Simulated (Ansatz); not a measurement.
Ge₅Sb (space group P-43m, No. 215): the geometry relaxed with DFT PBE, scalar-relativistic, plane waves, PAW in Ansatz 0.2.0; the starting structure was generated, so it need not be a known form of this composition.

```
CELL_PARAMETERS angstrom
5.90908 0.00000 0.00000
0.00000 5.90908 0.00000
0.00000 0.00000 5.90908
ATOMIC_POSITIONS crystal
Ge 0.73994 0.73994 0.73994
Ge 0.26006 0.26006 0.73994
Ge 0.26006 0.73994 0.26006
Ge 0.73994 0.26006 0.26006
Ge 0.50000 0.50000 0.50000
Sb 0.00000 0.00000 0.00000
```

Bonds are taken as Ge–Ge below 2.8 Å and Ge–Sb below 3 Å. Simplification: prune 0- and 1-connected atoms, fold 2-connected ones into links.

What net does this leave?

The result is a uninodal 4-connected, three-periodic net: Ge(1b) and Sb are 4-connected nodes. Ge(4e) becomes part of the edges. It is the dia net, known from diamond, zinc blende and cristobalite. Two identical nets interpenetrate without a bond between them.

```json
{"node": "Ge(1b) and Sb", "links": "4", "point symbol": "6⁶", "coordination sequence": "4 12 24 42 64 92 124 162 204 252"}
```

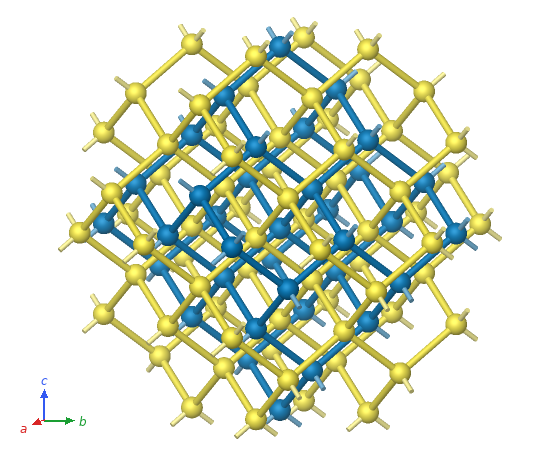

Colours tell the separate nets apart. Short stubs are edges that leave the cut-out.
